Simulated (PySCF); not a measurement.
Consider CCl₄···H₂Se (SMILES ClC(Cl)(Cl)Cl.[SeH2]).

Input

```
{"job": {"kind": "inter", "xc": "PBE0", "basis": "def2-SVPD", "disp": "d3bj", "pairs": false}, "charge": 0, "multiplicity": 1, "parts": [{"atoms": "0-4", "charge": 0, "multiplicity": 1}, {"atoms": "5-7", "charge": 0, "multiplicity": 1}]}
Cl     1.117639    -1.502162     0.120773
C      0.004789    -0.133441     0.113137
Cl     0.911601     1.367214     0.316279
Cl    -0.872206    -0.094400    -1.421202
Cl    -1.148582    -0.305814     1.440014
Se     1.339875    -0.602427     3.300635
H      0.467539    -0.093011     4.322471
H      2.433184    -0.670446     4.233781
```

Run with:

```sh
OMP_NUM_THREADS=1 python cluster_run.py task.json out
```

Geometry: GFN2-xTB.

The calculation used PBE0-D3(BJ)/def2-SVPD, SCF density, gas phase (PySCF).

**What can the converged electron density and electron localisation function tell about the bonding?**

Se6···Cl5 (3.12 Å): the density falls to about 0.12 e/Å³ on the way; the ELF dips to about 0.10 between them.
Se–H (1.44 Å): ρ is about 1.4 e/Å³ halfway; the ELF climbs to about 1 towards the hydrogen, as it does in any bond to H.

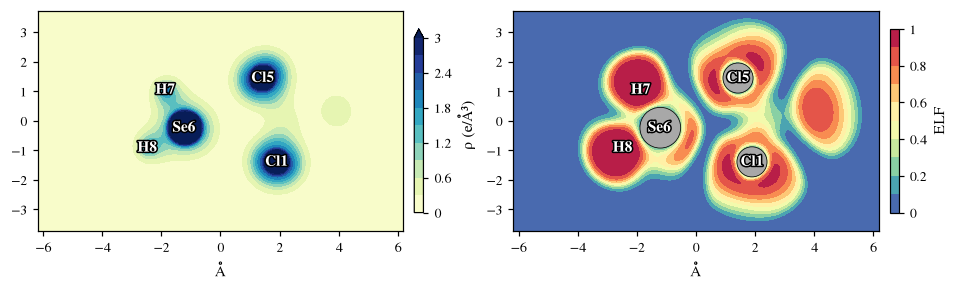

Computed electron density and electron localisation function on the plane of atoms H7, Se6 and H8, in this order. Grey discs cover the atomic cores in the ELF map. 
